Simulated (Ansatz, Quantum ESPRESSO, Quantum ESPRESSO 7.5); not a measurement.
## Band edges of Mo2COS MXene, 1 layer under strain

Aim: band edges, gap and stiffness of Mo2COS MXene, 1 layer under biaxial strain.

Calculated with Quantum ESPRESSO 7.5; plane-wave DFT, PBE, GBRV ultrasoft pseudopotentials (geometry by Ansatz 0.2.0 with PAW datasets; geometry under PBE).

## Step 1: Starting point

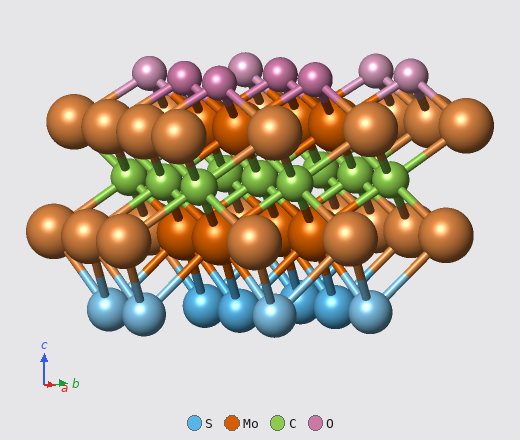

The starting structure, seen from the side, with the c axis up (sulfur blue, molybdenum orange, carbon green, oxygen pink). 2×2×1 cells are drawn. Some periodic images of atoms are drawn too.

The cell holds 5 atoms: 1 S, 2 Mo, 1 C and 1 O. Cell: a = 3.025 Å, b = 3.025 Å, c = 20.151 Å, α = 90.0°, β = 90.0°, γ = 120.0°. It derives from Mo2COS. Vacuum lies along c.

## Step 2: Geometry from Ansatz

A relaxation in Ansatz fixes the structure of this slab for the runs on it.

File input.yaml:

```yaml
crystal:
  lattice:
    - [3.024736, 0.0, 0.0]
    - [-1.512368, 2.6194982157, 0.0]
    - [0.0, 0.0, 20.1513579428]
  atoms:
    - { symbol: S, position: [0.3333333333, 0.6666666667, 0.3721833547] }
    - { symbol: Mo, position: [0.6666666667, 0.3333333333, 0.4564634339] }
    - { symbol: C, position: [0.0, 0.0, 0.5156892311] }
    - { symbol: Mo, position: [0.3333333333, 0.6666666667, 0.5749150284] }
    - { symbol: O, position: [0.6666666667, 0.3333333333, 0.6278166453] }
kpoints:
  mp_grid: { grid: [12, 12, 1] }
hamiltonian:
  xc: pbe
scf:
  occupations: { method: fermi_dirac, width: 0.05 }
  convergence: { dr2_threshold: 1.0e-08 }
efield:
  axis: 3
  dipole_correction: true
  ramp_position: 0.97
  ramp_width: 0.04
relax:
  f_tol: 0.01
  cell: { fix: [c, alpha, beta] }
output:
  write_potential: true
  write_density: true
  volumetric_format: npy
```

On the command line:

```sh
$ ansatz run input.yaml --threads 2 --pin off --max-ram 4096MiB --backend cpu --events-out ev --progress --plain --runs-dir out
```

Numbers of over 12 decimals in the logs are rounded to 6 here.

What it wrote:

```text
Warning: relax.cell: scf.convergence.dr2_threshold = 1e-8 eV is looser than the 5e-10 eV advised for a relaxation that steers and ends on the stress (1e-10 eV for each atom of the cell: 5). What an SCF threshold leaves in a stress goes as its square root, and in the free energy as the threshold itself, and one threshold admits the most on a small cell: [figures from the program's tests cut] Set scf.convergence.dr2_threshold to 5e-10 eV or tighter. The threshold is an SCF's pass mark: one that does not reach it within its budget of iterations ends unconverged, or closes short of it on a stop that the run arms, and scf.convergence.dr2_threshold's page says what that costs each kind of run
Engine: ansatz 0.2.0, aarch64-unknown-linux-gnu
Pseudopotentials: kind: paw
Pseudopotential: S, paw, valence charge 6, recommended cutoff 420 eV (normal), S.paw.azcp
Pseudopotential: Mo, paw, valence charge 14, recommended cutoff 420 eV (normal), Mo.paw.azcp
Pseudopotential: C, paw, valence charge 4, recommended cutoff 420 eV (normal), C.paw.azcp
Pseudopotential: O, paw, valence charge 6, recommended cutoff 420 eV (normal), O.paw.azcp
Functional definition: PBE
  parameter kappa = 0.804
  parameter beta = 0.066725
  exchange = pbe_x(kappa = kappa, mu = beta*pi^2/3)
  correlation = pbe_c(beta = beta)
Crystal: 5 atoms, lattice volume = 159.665 Å³
Basis set: ecut = 420 eV, 3067 PW (Γ), exchange–correlation on 48×48×270 points (8 copies of the dense FFT grid, shifted against one another)
Bands: 27, of which v1, the nominal top of the filled ones, is band 22 counted from 1 (21 counted from 0)
Symmetry: 6 space group operations
Space group: P3m1 (ITA 156), of the structure as read, at distance tolerance 5.4e-5 Å
k-points: 19 of 144 (time reversal used)
Non-local potential: S, projectors of the file, l = 0: 2, l = 1: 2, l = 2: 2
Non-local potential: Mo, projectors of the file, l = 0: 3, l = 1: 2, l = 2: 2, l = 3: 1
Non-local potential: C, projectors of the file, l = 0: 2, l = 1: 2, l = 2: 1
Non-local potential: O, projectors of the file, l = 0: 2, l = 1: 2, l = 2: 1
PAW form: soft (Blöchl's): semilocal exchange-correlation on the pseudo side does not see the compensation charge
PAW one-centre angular grid: S, 110 points (default); XC on 64 Gauss nodes
PAW one-centre angular grid: Mo, 590 points (default); XC on 64 Gauss nodes
PAW one-centre angular grid: C, 110 points (default); XC on 64 Gauss nodes
PAW one-centre angular grid: O, 110 points (default); XC on 64 Gauss nodes
Initial density: superposition of atomic densities (neutral atoms: chi_scale 0, normalization atom), corrected by the library's trained network
Initial wavefunctions: pseudopotential atomic-orbital guess
Functional: x = pbe(κ = 0.804, μ = 0.219515), c = pbe(β = 0.066725)
SCF iter   1: F=—  HF=-11632.791921 eV  |F-HF|=—  |Δ(HF+E_count)|=         —  Δρ=7.54e-3  dr2=7.05e-1  ethr=1.77e-3  p=-0.028 e·Å  D=-3.13e-2 V/Å  ΔV_dip=0.63 eV  dr2_dipole=1.97e-1  V_vac-E_F(+/−)=5.58/4.95 eV  ⟨swp⟩=9.6  Hψ=3206  notcnv=0
efield: sawtooth ramp at fractional position 0.9700 (set: `efield.ramp_position`, or a place that a band, a saddle search or an elastic batch's reference lends), width 0.0400; the density the first Hamiltonian is built on has a dipole p = -0.028 e·Å; the dipole correction subtracts the counter field D = -3.13e-2 V/Å, which shifts the + side's vacuum level by +0.63 eV against the − side's; the planar-averaged density in the ramp window peaks in size at 3.0e-5 e/Å³
preconditioner: auto → LDOS  [metal: Δε(μ)=0.018 eV  Ē_g=8.169 eV  σ=0.050 eV  W_gap=0.09  n_scr=14 (ndim 8)  ℏωp=15.6 eV  f_vac=0.600  D(μ)=3.87/eV (n_scr^D=12)  β→1.0]
SCF iter   2: F=—  HF=-11632.764109 eV  |F-HF|=—  |Δ(HF+E_count)|=   2.78e-2  Δρ=3.10e-3  dr2=2.44e-2  ethr=1.60e-3  p=-0.024 e·Å  D=-2.69e-2 V/Å  ΔV_dip=0.54 eV  dr2_dipole=5.28e-4  V_vac-E_F(+/−)=5.69/5.14 eV  ⟨swp⟩=1.9  Hψ=700  notcnv=0
SCF iter   3: F=—  HF=-11632.761882 eV  |F-HF|=—  |Δ(HF+E_count)|=   2.23e-3  Δρ=9.96e-4  dr2=9.03e-3  ethr=5.54e-5  p=-0.028 e·Å  D=-3.14e-2 V/Å  ΔV_dip=0.63 eV  dr2_dipole=2.45e-3  V_vac-E_F(+/−)=5.70/5.07 eV  ⟨swp⟩=2.4  Hψ=809  notcnv=0
SCF iter   4: F=—  HF=-11632.761737 eV  |F-HF|=—  |Δ(HF+E_count)|=   1.46e-4  Δρ=4.76e-4  dr2=1.74e-3  ethr=2.05e-5  p=-0.026 e·Å  D=-2.98e-2 V/Å  ΔV_dip=0.60 eV  dr2_dipole=3.16e-4  V_vac-E_F(+/−)=5.71/5.11 eV  ⟨swp⟩=1.8  Hψ=566  notcnv=0
SCF iter   5: F=—  HF=-11632.761666 eV  |F-HF|=—  |Δ(HF+E_count)|=   7.09e-5  Δρ=1.63e-4  dr2=2.28e-4  ethr=3.96e-6  p=-0.027 e·Å  D=-3.03e-2 V/Å  ΔV_dip=0.61 eV  dr2_dipole=4.33e-5  V_vac-E_F(+/−)=5.71/5.10 eV  ⟨swp⟩=1.5  Hψ=585  notcnv=0
SCF iter   6: F=—  HF=-11632.761680 eV  |F-HF|=—  |Δ(HF+E_count)|=   1.43e-5  Δρ=3.44e-5  dr2=3.83e-6  ethr=5.18e-7  p=-0.027 e·Å  D=-3.05e-2 V/Å  ΔV_dip=0.61 eV  dr2_dipole=3.56e-7  V_vac-E_F(+/−)=5.72/5.10 eV  ⟨swp⟩=2.2  Hψ=774  notcnv=0
SCF iter   7: F=—  HF=-11632.761748 eV  |F-HF|=—  |Δ(HF+E_count)|=   6.75e-5  Δρ=1.29e-5  dr2=6.68e-7  ethr=8.71e-9  p=-0.027 e·Å  D=-3.04e-2 V/Å  ΔV_dip=0.61 eV  dr2_dipole=8.61e-8  V_vac-E_F(+/−)=5.71/5.10 eV  ⟨swp⟩=3.1  Hψ=1067  notcnv=0
SCF iter   8: F=—  HF=-11632.761748 eV  |F-HF|=—  |Δ(HF+E_count)|=   9.57e-8  Δρ=3.02e-6  dr2=2.98e-8  ethr=1.52e-9  p=-0.027 e·Å  D=-3.04e-2 V/Å  ΔV_dip=0.61 eV  dr2_dipole=5.21e-9  V_vac-E_F(+/−)=5.71/5.10 eV  ⟨swp⟩=2.2  Hψ=841  notcnv=0
SCF iter   9: F=-11632.761748 eV  HF=-11632.761748 eV  |F-HF|=2.62e-8  |Δ(HF+E_count)|=   1.36e-7  Δρ=1.42e-6  dr2=5.57e-9  ethr=2.27e-11  p=-0.027 e·Å  D=-3.04e-2 V/Å  ΔV_dip=0.61 eV  dr2_dipole=7.13e-10  V_vac-E_F(+/−)=5.71/5.10 eV  ⟨swp⟩=11.2  Hψ=4262  notcnv=0
SCF 1 converged in 9 iterations: F = -11632.761748 eV  dr2 = 5.57e-9
  greatest PAW one-centre occupation: 0.998 electrons in one spin orbital (limit 2), on the Mo atom at site 1 (counted from 0), in its partial waves of l = 0
relax step   1: F+E_penalty+E_count = -11632.76174789 eV  Δ(F+E_penalty+E_count) = +0.000e0 eV  max|allowed force component| = 1.096e0 eV/Å  Δτ_max = 0.0000 Å  P = +4.858 GPa  Ω = 159.665 Å³  fix = [c, alpha, beta]  reactions: c +2.146 GPa  (9 SCF iters, accepted)
Crystal: 5 atoms, lattice volume = 172.854 Å³
Basis set: ecut = 420 eV, 3343 PW (Γ), exchange–correlation on 48×48×270 points (8 copies of the dense FFT grid, shifted against one another)
Initial density: handed on by an earlier stage of this run
Initial wavefunctions: those handed on with the density
iter 1 solved again at ethr=5.37e-4 eV; its pass at ethr=3.10e-3 eV (dr2=2.36e-1 eV) is discarded
[...]
relax step   6: F+E_penalty+E_count = -11633.06925077 eV  Δ(F+E_penalty+E_count) = -1.271e-4 eV  max|allowed force component| = 1.339e-2 eV/Å  Δτ_max = 0.0019 Å  P = -0.049 GPa  Ω = 174.389 Å³  energy of the carried Pulay correction = -1.019e-2 eV  fix = [c, alpha, beta]  reactions: c -0.074 GPa  (5 SCF iters, accepted)
relax step   7: F+E_penalty+E_count = -11633.06927989 eV  Δ(F+E_penalty+E_count) = -2.912e-5 eV  max|allowed force component| = 1.977e-2 eV/Å  Δτ_max = 0.0012 Å  P = -0.017 GPa  Ω = 174.342 Å³  energy of the carried Pulay correction = -1.016e-2 eV  fix = [c, alpha, beta]  (5 SCF iters, rejected (line search))
relax step   8: F+E_penalty+E_count = -11633.06929570 eV  Δ(F+E_penalty+E_count) = -4.493e-5 eV  max|allowed force component| = 3.048e-3 eV/Å  Δτ_max = 0.0005 Å  P = -0.031 GPa  Ω = 174.342 Å³  energy of the carried Pulay correction = -1.016e-2 eV  fix = [c, alpha, beta]  reactions: c -0.064 GPa  (4 SCF iters, accepted)
relax step   9: F+E_penalty+E_count = -11633.08656970 eV  Δ(F+E_penalty+E_count) = -1.727e-2 eV  max|allowed force component| = 2.916e-3 eV/Å  Δτ_max = 0.0000 Å  P = +0.106 GPa  Ω = 174.342 Å³  fix = [c, alpha, beta]  reactions: c +0.005 GPa  stress off target by 1.57e-1 GPa on what of the cell is left free  SCF on the basis re-selected at this cell (its energy is not comparable with the rows above)  (5 SCF iters)
relax step  10: F+E_penalty+E_count = -11633.08651181 eV  Δ(F+E_penalty+E_count) = +5.789e-5 eV  max|allowed force component| = 4.568e-4 eV/Å  Δτ_max = 0.0026 Å  P = +0.006 GPa  Ω = 174.706 Å³  energy of the carried Pulay correction = -2.439e-4 eV  fix = [c, alpha, beta]  reactions: c -0.000 GPa  (5 SCF iters, accepted)
iter 1 solved again at ethr=5.10e-7 eV; its pass at ethr=3.10e-3 eV (dr2=2.25e-4 eV) is discarded
SCF iter   1: F=—  HF=-11633.086732 eV  |F-HF|=—  |Δ(HF+E_count)|=         —  Δρ=1.93e-5  dr2=3.93e-8  ethr=5.10e-7  p=-0.043 e·Å  D=-4.50e-2 V/Å  ΔV_dip=0.91 eV  dr2_dipole=2.01e-9  V_vac-E_F(+/−)=6.19/5.28 eV  ⟨swp⟩=4.1  Hψ=4624  notcnv=0
efield: sawtooth ramp at fractional position 0.9700 (set: `efield.ramp_position`, or a place that a band, a saddle search or an elastic batch's reference lends), width 0.0400; the density the first Hamiltonian is built on has a dipole p = -0.043 e·Å; the dipole correction subtracts the counter field D = -4.50e-2 V/Å, which shifts the + side's vacuum level by +0.91 eV against the − side's; the planar-averaged density in the ramp window peaks in size at 3.0e-6 e/Å³
eigensolver tolerance schedule: the retry pair's looser diagonalisation over-reported the residual by 5709.29 of it (diagonalisation noise at 15.75 of the residual, at the tolerance the schedule requests for it); recorded, not acted on — ethr = c·dr2/N_el stays at c = 1.0e-1
preconditioner: auto → LDOS  [metal: Δε(μ)=0.054 eV  Ē_g=7.723 eV  σ=0.050 eV  W_gap=0.26  n_scr=12 (ndim 8)  ℏωp=14.9 eV  f_vac=0.613  D(μ)=2.77/eV (n_scr^D=10)  β→1.0]
SCF iter   2: F=—  HF=-11633.086791 eV  |F-HF|=—  |Δ(HF+E_count)|=   5.97e-5  Δρ=4.21e-6  dr2=2.53e-8  ethr=8.94e-11  p=-0.043 e·Å  D=-4.50e-2 V/Å  ΔV_dip=0.91 eV  dr2_dipole=9.83e-10  V_vac-E_F(+/−)=6.19/5.28 eV  ⟨swp⟩=4.2  Hψ=1653  notcnv=0
SCF iter   3: F=-11633.086791 eV  HF=-11633.086790 eV  |F-HF|=1.20e-6  |Δ(HF+E_count)|=   1.20e-6  Δρ=1.21e-6  dr2=1.81e-9  ethr=2.27e-11  p=-0.043 e·Å  D=-4.50e-2 V/Å  ΔV_dip=0.91 eV  dr2_dipole=2.67e-10  V_vac-E_F(+/−)=6.19/5.28 eV  ⟨swp⟩=11.4  Hψ=4550  notcnv=0
SCF 11 converged in 3 iterations: F = -11633.086791 eV  dr2 = 1.81e-9
relax step  11: F+E_penalty+E_count = -11633.08679121 eV  Δ(F+E_penalty+E_count) = -2.794e-4 eV  max|allowed force component| = 4.165e-4 eV/Å  Δτ_max = 0.0000 Å  P = +0.007 GPa  Ω = 174.706 Å³  fix = [c, alpha, beta]  reactions: c -0.001 GPa  stress off target by 1.07e-2 GPa on what of the cell is left free  SCF on the basis re-selected at this cell (its energy is not comparable with the rows above)  (3 SCF iters)
basis re-selected at this cell: Δ(F+E_penalty+E_count) = -2.794e-4 eV, ΔP = +0.001 GPa vs the last step (what re-selecting the basis moved, of the pressure what is left beyond the Pulay correction that the steps carried, after the strain that the cell walked since its last selection, with what the two solves' SCF thresholds leave and, on support functions, any second-order correction that the steps lacked; it is no m [...]
WARN: The output density's exchange-correlation potential varies sharply where the density is thin. Do not read a vacuum level from v_tot or v_xc, or from such a field of the output density. On a cell that repeats whose density bears no net charge and no dipole along the vacuum's axis use v_es (v_loc + v_h of the components); under efield.dipole_correction with no amplitude use v_es + v_field, which holds any externa [...]
SCF converged after 3 iterations
Free energy (F): -11633.086791 eV
Harris-Foulkes:  -11633.086790 eV  (|F-HF|=1.20e-6)
Internal energy: -11633.065390 eV  (E = F + TS)
E sigma→0 (E₀):  -11633.076091 eV
Entropy (-TS):   -0.021401 eV (-4.280 meV/atom)
Fermi energy:    1.696724 eV
Dipole field:    D = -0.044985 V/Å  (p = -0.043432 e·Å, saw-weighted, corrected)
Work function:   Φ+ = 6.1891 eV   Φ− = 5.2825 eV
Levels:          The Fermi level and band energies are counted from a zero that moves with the ramp; work functions are not
--- Per-component energies (eV) ---
  E_band       = -787.784311
  E_kinetic    = 1251.830402
  E_local      = -37487.962535  (includes V_loc(G=0)·N_el)
  E_nonlocal   = 386.441179
  E_hartree    = 18046.520675
  E_xc         = -586.250305
  E_vxc        = -699.639908  (∫ρ·V_xc dr)
  E_paw        = -7258.057411  (= ΣΔE_a)
  E_vpaw       = -332.342009  (= ΣTr[D̂ρ^β])
  E_aug_tail   = 0.002465  (compensation charges beyond the density's cutoff)
  E_efield     = 0.000977  (sawtooth field / dipole correction)
  E_vefield    = 0.847419  (∫n·V_field dr)
  E_ewald      = 14014.409162
  E_smearing   = -0.021401  (= −TS)
  E_closure    = 0.000000  (closes the sum)
  Σ components = -11633.086791   (vs F -11633.086791, Δ=0.00e0)
--- Forces (eV/Å), atoms counted from 1 ---
  atom   1  S      0.00000000     0.00000000    -0.00004910
  atom   2  Mo     0.00000000    -0.00000000     0.00024732
  atom   3  C      0.00000000     0.00000000    -0.00029226
  atom   4  Mo    -0.00000000     0.00000000     0.00042041
  atom   5  O     -0.00000000    -0.00000000    -0.00030691
  max |Σ_I F_I| component: 1.95e-5 eV/Å
--- Stress (GPa, compression-positive) ---
        0.010713       0.000000       0.000000
        0.000000       0.010713       0.000000
       -0.000000       0.000000      -0.000673
  P = ⅓ Tr σ = 0.0069 GPa (0.069 kbar)
--- Band table (eV; the first three rows and the last of 19) ---
  k-point 0: bands = [... 18 lower, -0.6315, -0.6315, 0.8938, 0.8938, 0.9045, 2.0485, 2.0485, 3.3056, ... 1 higher]
  k-point 1: bands = [... 18 lower, -0.7652, -0.6215, 0.3260, 1.0168, 1.3515, 2.1458, 2.1759, 3.4808, ... 1 higher]
  k-point 2: bands = [... 18 lower, -0.8508, -0.5415, -0.2071, 1.0899, 1.6650, 2.2840, 2.6323, 3.2946, ... 1 higher]
  k-point 18: bands = [... 18 lower, -2.2715, -2.2405, 1.0182, 1.1300, 1.5540, 2.7665, 3.3143, 3.5828, ... 1 higher]
--- Relaxed structure (9 steps of the walk, 7 accepted, 2 SCFs on fresh bases) ---
  F+E_penalty+E_count = -11633.08679121 eV   max|allowed force component| = 4.165e-4 eV/Å   (the final SCF, on the basis selected at the relaxed cell)
  cell:  # Å, volume = 174.7061 Å³
    - [3.164000, 0.0, 0]
    - [-1.582000, 2.740105, 0]
    - [0, 0, 20.1513579428]
  atoms:
    - { symbol: S, position: [0.333333, 0.666667, 0.378194] }
    - { symbol: Mo, position: [0.666667, 0.333333, 0.460535] }
    - { symbol: C, position: [0, 0, 0.515351] }
    - { symbol: Mo, position: [0.333333, 0.666667, 0.569585] }
    - { symbol: O, position: [0.666667, 0.333333, 0.623403] }
```

Run time: 37 s. Hardware: 2 threads of Arm Neoverse V2, shared host; peak memory 0.51 GiB.

Relaxation path:

```csv
step,energy less that of the first step (eV),largest force component (eV/Å),pressure (GPa),volume (Å³)
1,0.0000,1.0961,4.86,159.67
2,-0.2706,1.1414,-0.27,172.85
3,-0.2653,0.4426,-0.21,178.82
4,-0.3067,0.0952,-0.26,174.21
5,-0.3074,0.0303,-0.05,174.47
6,-0.3075,0.0134,-0.05,174.39
7,-0.3075,0.0198,-0.02,174.34
8,-0.3075,0.0030,-0.03,174.34
9*,-0.3248,0.0029,0.11,174.34
10,-0.3248,0.0005,0.01,174.71
11*,-0.3250,0.0004,0.01,174.71
```

Relaxation steps marked * repeat the geometry before them on a plane-wave basis chosen anew for their cell, so energy and pressure can jump there. Relaxation steps 3, 7 were tried and not accepted.

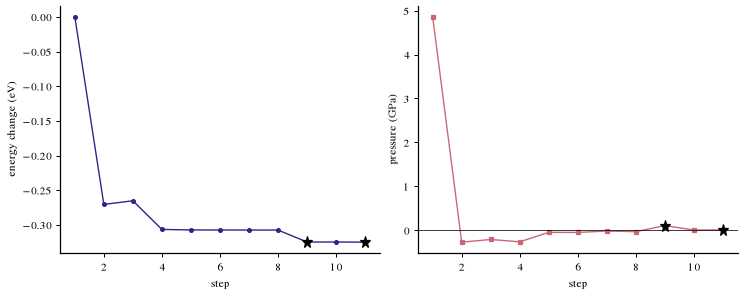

Energy and pressure along the relaxation. Stars mark steps on a basis chosen anew.

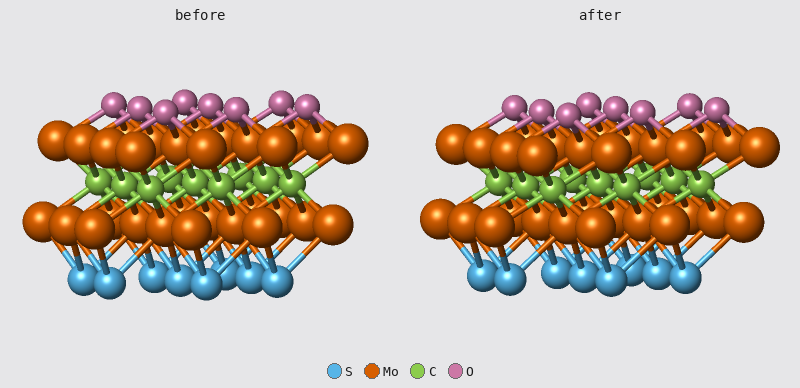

The structure before and after the relaxation, drawn at the same scale.

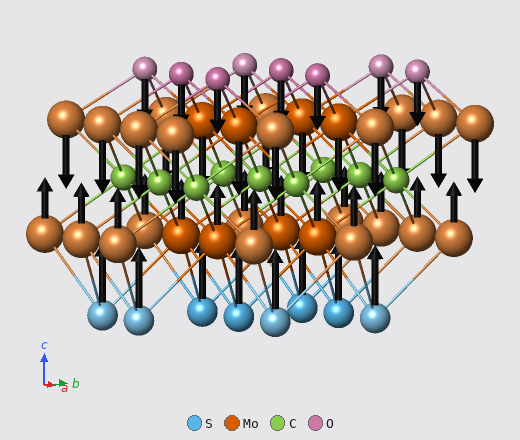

Displacements in the relaxation, exaggerated, measured against the changing cell; the longest in the cell stands for 0.12 Å. 2×2×1 cells are drawn. Some periodic images of atoms are drawn too.

```csv
cell as run,before,after,change
a (Å),3.025,3.164,+4.6 %
b (Å),3.025,3.164,+4.6 %
```

The atoms that moved most (Å, along periodic axes as changes of fractional coordinates times the final cell, across vacuum about the mean position):

```csv
atom,dx,dy,dz,length
S1,0.000,0.000,0.121,0.121
Mo4,0.000,0.000,-0.107,0.107
O5,0.000,0.000,-0.089,0.089
Mo2,0.000,0.000,0.082,0.082
C3,0.000,0.000,-0.007,0.007
```

The relaxed structure:

```xyz
5
Lattice="3.1640 0.0000 0.0000 -1.5820 2.7401 0.0000 0.0000 0.0000 20.1514" Properties=species:S:1:pos:R:3
S     0.0000    1.8267    7.6211
Mo    1.5820    0.9134    9.2804
C     0.0000    0.0000   10.3850
Mo    0.0000    1.8267   11.4779
O     1.5820    0.9134   12.5624
```

This step gave:

```
free energy                     : -11633.0868 eV
energy at zero smearing         : -11633.0761 eV
smearing term TS                : 0.02140 eV
Fermi energy                    : 1.697 eV
symmetry operations             : 6
work function of the upper face : 6.189 eV
work function of the lower face : 5.283 eV
dipole along the normal         : -0.04343 e·Å
```

[end of part 1 of 2]

[Logs are printed without paths, hosts, clocks, repeated set-up lines and the standing remarks that a program may print on its own settings, such as how far it seeks lower states.]

[Hosts, paths, dates, database ids (printed as entryN), source tags and the programs' standing remarks are cut or masked in the printed files.]

[Maps of the electrostatic potential energy from Ansatz leave out the sawtooth potential of an applied field or a dipole correction, so their vacuum need not be flat; planar profiles and work functions include it.]
